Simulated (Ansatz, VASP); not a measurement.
# ScF3 in two plane-wave programs, part 2 of 2

One calculation is typed for both programs; each brings its own data sets and cutoff. How far apart do they land?

VASP 6.6.1 and Ansatz 0.2.0.

So far. Step 2 (Ansatz: single point, LDA): The run ends at a pressure of -2.97 GPa. Step 3 (VASP: single point, LDA): The run ends at a pressure of -2.34 GPa.

## Step 7: VASP: band structure, LDA

Level of this step: LDA; plane waves and PAW (Sc_sv, F) (VASP).

The same cell, functional (in two slightly different forms), mesh and smearing now go to VASP, with its own data sets and cutoff.

The input, INCAR:

```
SYSTEM = ScF3
PREC = Accurate
ENCUT = 520
EDIFF = 1E-06
NELM = 100
ISMEAR = -1
SIGMA = 0.05
LREAL = .FALSE.
ALGO = Normal
GGA = CA
NBANDS = 30
LASPH = .TRUE.
LORBIT = 11
LWAVE = .FALSE.
LCHARG = .FALSE.
KPAR = 4
```

The input, POSCAR:

```
ScF3
1.0
    4.0124500000      0.0000000000      0.0000000000
    0.0000000000      4.0124500000      0.0000000000
    0.0000000000      0.0000000000      4.0124500000
Sc F
1 3
Direct
   -0.0064240000     -0.0059770000      0.0215370000
    0.5045270000     -0.0009610000      0.0116250000
    0.0167040000      0.5031160000     -0.0256650000
   -0.0029230000      0.0032380000      0.4988080000
```

The input, KPOINTS:

```
Automatic mesh
0
Gamma
6 6 6
0 0 0
```

The input, KPOINTS_OPT:

```
Line mode
16
Line-mode
Reciprocal
  0.00000000   0.00000000   0.00000000 GAMMA
  0.00000000   0.50000000   0.00000000 X

  0.00000000   0.50000000   0.00000000 X
  0.50000000   0.50000000   0.00000000 M

  0.50000000   0.50000000   0.00000000 M
  0.00000000   0.00000000   0.00000000 GAMMA

  0.00000000   0.00000000   0.00000000 GAMMA
  0.50000000   0.50000000   0.50000000 R

  0.50000000   0.50000000   0.50000000 R
  0.00000000   0.50000000   0.00000000 X

  0.50000000   0.50000000   0.00000000 M
  0.50000000   0.50000000   0.50000000 R
```

PAW data sets: Sc_sv and F (LDA family, release 64).

Run with:

```console
mpirun -np 4 vasp_std
```

Numbers of over 12 decimals in the logs are rounded to 6 here.

The log of the run:

```text
[... set-up lines as in an earlier step ...]
 entering main loop
       N       E                     dE             d eps       ncg     rms          rms(c)
DAV:   1     0.378445087178E+03    0.37845E+03   -0.14654E+04  6808   0.111E+03
DAV:   2     0.786740242943E+00   -0.37766E+03   -0.34129E+03  7330   0.364E+02
DAV:   3    -0.330301341514E+02   -0.33817E+02   -0.33169E+02  9148   0.124E+02
DAV:   4    -0.339468803160E+02   -0.91675E+00   -0.91567E+00  8472   0.210E+01
[...]
DAV:  11    -0.295111806667E+02   -0.19106E-03   -0.69997E-04  9534   0.334E-01    0.866E-02
DAV:  12    -0.295111491083E+02    0.31558E-04   -0.78418E-05  8600   0.168E-01    0.833E-03
DAV:  13    -0.295111499706E+02   -0.86232E-06   -0.49608E-06  7602   0.186E-02
   1 F= -.29511150E+02 E0= -.29511150E+02  d E =-.194427E-10
 Start KPOINTS_OPT (optional k-point list driver)
k-point batch [1-96\96]
       N       E                     dE             ncg
DAV:   1    -0.103610128665E+05   -0.87094E+05     5848
DAV:   2    -0.439439445327E+05   -0.33583E+05     6008
DAV:   3    -0.470742491408E+05   -0.31303E+04     7378
DAV:   4    -0.471658121549E+05   -0.91563E+02     6670
[...]
DAV:   8    -0.471683652771E+05   -0.43974E-04     4584
DAV:   9    -0.471683652796E+05   -0.24580E-05     4628
DAV:  10    -0.471683652799E+05   -0.29148E-06     3870
```

Parts of OUTCAR (step 7):

```text
  Total       -0.7371199     -1.2494633     -0.2201640     -0.0237991      0.0747898      0.0613655
  in kB      -18.2818353    -30.9888300     -5.4604455     -0.5902575      1.8549161      1.5219691
  external PRESSURE =     -18.2437036 kB  Pullay stress =       0.0000000 kB

 POSITION                                       TOTAL-FORCE (eV/Angst)
 -----------------------------------------------------------------------------------
      3.98667      3.98847      0.08642         0.433741      0.305008     -0.958850
      2.02439      4.00859      0.04664        -0.360834      0.012844     -0.016516
      0.06702      2.01873      3.90947        -0.089989     -0.315898      0.187249
      4.00072      0.01299      2.00144         0.017083     -0.001954      0.788116
 -----------------------------------------------------------------------------------
    total drift:                                0.000773      0.001626     -0.001271

  FREE ENERGIE OF THE ION-ELECTRON SYSTEM (eV)
  ---------------------------------------------------
  free  energy   TOTEN  =       -29.5111499706 eV

  energy  without entropy=      -29.5111499706  energy(sigma->0) =      -29.51114997

[... 1 part as in an earlier step ...]

[... 2 further parts left out ...]
[key lines of the parts left out:]
E-fermi :  -2.6880
```

The run ends at a pressure of -1.82 GPa, with forces up to 1.1 eV/Å.

## Step 8: Comparison

Compared:

```csv
quantity,Ansatz,VASP,difference
pressure (GPa),-2.57,-1.82,-0.74
gap over the path points (eV),6.253,6.223,+0.030
```

Forces (eV/Å; atoms numbered as in POSCAR):

```csv
atom,"Ansatz x, y, z","VASP x, y, z"
Sc1,"0.397, 0.275, -0.880","0.434, 0.305, -0.959"
F2,"-0.317, 0.012, -0.014","-0.361, 0.013, -0.017"
F3,"-0.097, -0.282, 0.201","-0.090, -0.316, 0.187"
F4,"0.017, -0.005, 0.693","0.017, -0.002, 0.788"
```

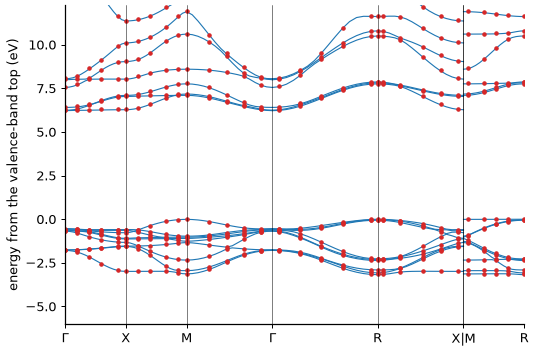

Bands from VASP (lines) and levels from Ansatz (dots). Dots without a line are higher empty bands that the VASP plot leaves out.

Levels at points of the path, from each program's valence-band top (eV; 4 filled, then empty):

```csv
k (reciprocal lattice),Ansatz,VASP
0.000 0.000 0.000,-0.61 -0.60 -0.60 -0.54 6.25 6.28 6.44,-0.61 -0.60 -0.59 -0.53 6.22 6.25 6.41
0.000 0.100 0.000,-0.67 -0.61 -0.58 -0.57 6.27 6.34 6.47,-0.67 -0.61 -0.58 -0.56 6.24 6.32 6.44
0.000 0.200 0.000,-0.72 -0.66 -0.63 -0.60 6.28 6.56 6.59,-0.72 -0.66 -0.63 -0.60 6.25 6.53 6.56
0.000 0.300 0.000,-0.86 -0.72 -0.64 -0.60 6.29 6.79 6.82,-0.86 -0.72 -0.64 -0.60 6.26 6.76 6.80
0.000 0.433 0.000,-1.05 -0.76 -0.64 -0.60 6.30 7.03 7.08,-1.06 -0.77 -0.64 -0.59 6.28 7.00 7.06
0.000 0.500 0.000,-1.09 -0.77 -0.64 -0.60 6.31 7.06 7.12,-1.09 -0.77 -0.64 -0.59 6.28 7.04 7.10
0.100 0.500 0.000,-1.06 -0.75 -0.61 -0.61 6.39 7.08 7.17,-1.07 -0.74 -0.61 -0.61 6.36 7.05 7.15
0.200 0.500 0.000,-1.05 -0.91 -0.71 -0.36 6.61 7.09 7.33,-1.05 -0.91 -0.71 -0.36 6.58 7.07 7.31
0.333 0.500 0.000,-1.09 -1.03 -0.87 -0.12 6.97 7.11 7.60,-1.09 -1.03 -0.87 -0.12 6.95 7.09 7.58
0.433 0.500 0.000,-1.10 -1.02 -0.95 -0.02 7.12 7.16 7.75,-1.10 -1.03 -0.95 -0.02 7.10 7.13 7.73
```

The forces differ by 42 meV/Å r.m.s., which is 10.0 % of the r.m.s. force of 0.42 eV/Å (both taken over all components). Among the levels compared (up to four filled and three empty ones at each point), filled levels agree within 12 meV and empty ones within 30 meV. Ansatz's pressure holds a Pulay correction of 0.76 GPa; VASP's holds none.

## Step 9: Looking for the cause

The difference is large enough to ask for its cause, so further runs change the set-up of one program at a time, as the table lists.

```csv
run,r.m.s. force difference (% of the r.m.s. force)
as above,10.0
"cores kept as stored, as VASP does, whose cores stay as stored",9.7
norm-conserving potentials (cutoff 1143 eV),9.8
```

## Step 10: Results

| Quantity | Value |
| --- | --- |
| difference in gap on the k mesh (single point, LDA) | 0.030 eV |
| difference in pressure (single point, LDA) | -0.63 GPa |
| r.m.s. force difference (band structure, LDA) | 10.0 % of the r.m.s. force |
| difference in pressure (band structure, LDA) | -0.74 GPa |

**Reading.** The r.m.s. force difference is 10.0 % of the r.m.s. force (band structure, LDA), beyond the 3 % picked in this series as the mark of a large difference. For single point, LDA: no further run halves the difference in gap on the k mesh; only Ansatz's side was varied. The all-electron run, which needs no data set, lies 0.026 eV from VASP and 0.0033 eV from Ansatz's PAW result, so it sides with Ansatz. For band structure, LDA: no further run halves the r.m.s. force difference; only Ansatz's side was varied. 2 further runs on this material are not shown. Differences of this kind measure data sets and numerical settings, not the functional's error against experiment.

[Lines on the potential files, build, host, timing and source positions are cut from VASP's logs without a mark.]

[Logs are printed without paths, hosts, clocks, repeated set-up lines and the standing remarks that a program may print on its own settings, such as how far it seeks lower states.]

[Hosts, paths, dates, database ids (printed as entryN), source tags and the programs' standing remarks are cut or masked in the printed files.]
